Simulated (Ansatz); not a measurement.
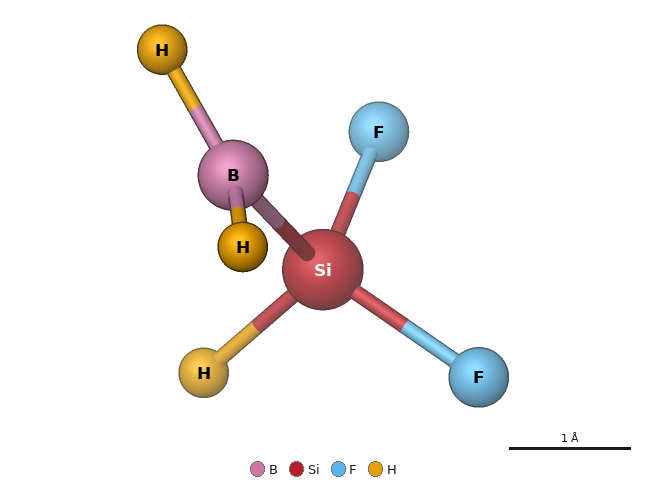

Distant atoms are faded towards the background colour. The geometry was computed by an optimisation with PBE0-D4/def2-TZVP. Masses are those of the most abundant isotopes; constants are for the rigid equilibrium geometry.

### What kind of rotor is it, and what are its rotational constants in cm⁻¹?

An asymmetric top (Cs): A = 0.231, B = 0.196, C = 0.120 cm⁻¹. Ray's parameter κ is 0.38, nearer the oblate limit.
